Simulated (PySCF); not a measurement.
## A study: C$_{8}$H$_{6}$, SMILES `C1=CC2=CC=CC2=C1`

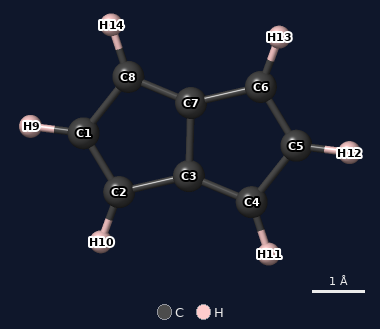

The molecule, with its atoms numbered as below. No frequency check shows the geometry to be a minimum.

Geometry (Å), atoms numbered from 1:

```
C1       2.1476   -0.0454    0.0000
C2       1.4399    1.0990    0.0000
C3       0.0275    0.7278    0.0000
C4      -1.2339    1.2023    0.0000
C5      -2.1476    0.0454    0.0000
C6      -1.4399   -1.0990    0.0000
C7      -0.0275   -0.7278    0.0000
C8       1.2339   -1.2023    0.0000
H9       3.2182   -0.1440    0.0000
H10      1.8187    2.1037    0.0000
H11     -1.5687    2.2250    0.0000
H12     -3.2182    0.1440    0.0000
H13     -1.8187   -2.1037    0.0000
H14      1.5687   -2.2250    0.0000
```

## 1. Localised orbitals

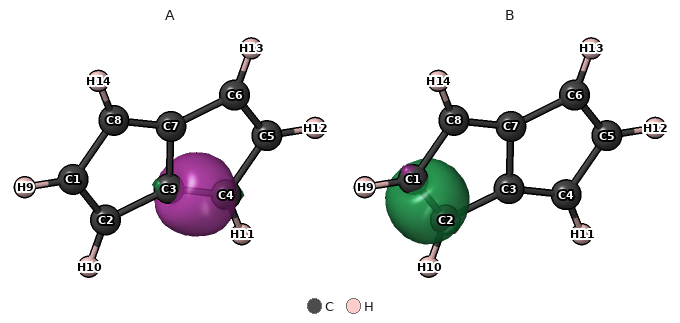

Pipek–Mezey orbitals, occupied; each surface holds about 80 % of the orbital's density. Energies are diagonal elements of the Fock matrix.

PySCF calculation, B3LYP/def2-SVPD, gas phase; geometry: GFN2-xTB.

Question: Identify each orbital.

Answer: By panel:
- A: σ bond C4–C3 (C4 50 %, C3 49 %; −16.8 eV)
- B: σ bond C2–C1 (C2 50 %, C1 49 %; −16.6 eV)

## 2. Magnetic shielding

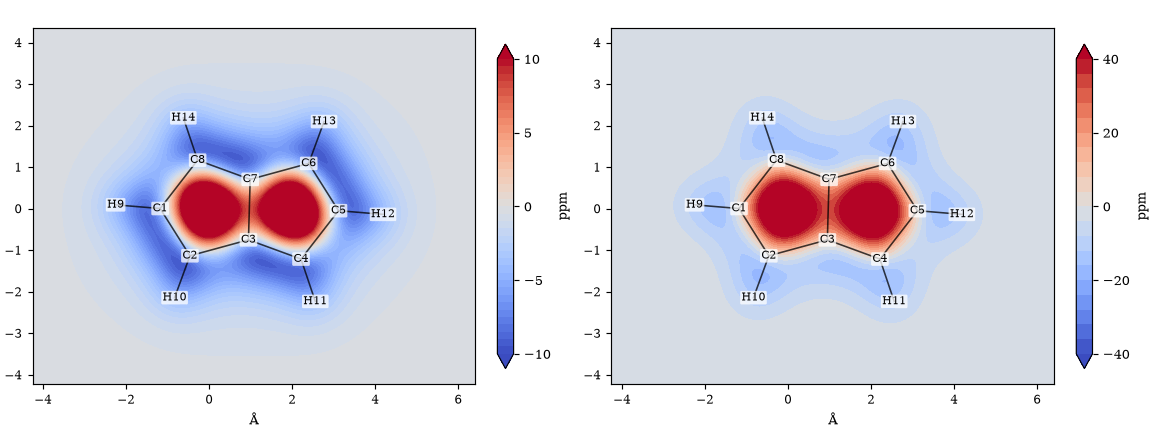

Isotropic NICS 1.0 Å above the plane of the 5-membered ring C1/C2/C3/C7/C8 (left) and NICSzz (the component normal to the ring) 1.0 Å above the plane of the same ring (right); GIAO shieldings; atoms are projected onto the map; negative values mean shielding.

Level of theory: B3LYP/def2-SVP (PySCF), at a geometry from GFN2-xTB.

Question: Classify the ring and give its NICS values.

Answer: It is strongly paratropic (antiaromatic): NICS(0) = +29.6, NICS(1) = +21.6, NICS(1)zz = +70.0 ppm.

Question: What absolute proton shieldings does the same calculation give?

Answer: From 27.6 ppm (H11 and H14) to 28.0 ppm (H9 and H12).

## 3. The π system

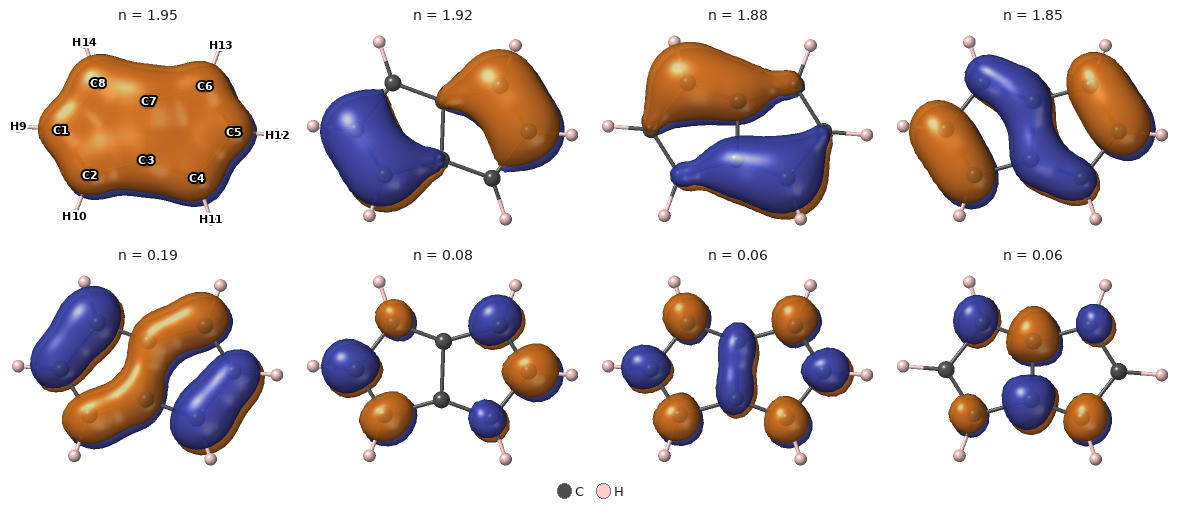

Natural orbitals of the π active space, CASSCF(8,8), singlet state, in order of falling occupation.

Level of theory: 6-31G* basis (PySCF), at a geometry from GFN2-xTB.

Question: How multiconfigurational is the state?

Answer: The leading determinant weighs 0.81; the effective number of unpaired electrons, Σ n²(2−n)², is 0.34; the most occupied of the weakly occupied orbitals holds 0.19 e, some diradical character. The active space lowers the energy by 3.14 eV against Hartree–Fock.

Question: Where does the lowest triplet lie relative to the singlet, at this geometry and within this active space?

Answer: 1.17 eV above it by strongly contracted NEVPT2 (+1.64 eV by CASSCF); a small basis tends to put such gaps a few tenths of an eV too high. This is a vertical energy for π states alone; a state that uses lone pairs or σ orbitals may lie lower.

The PySCF runs shown took 43 s, 49 s and 76 s on 1 thread of Arm Neoverse V2, on a shared host.
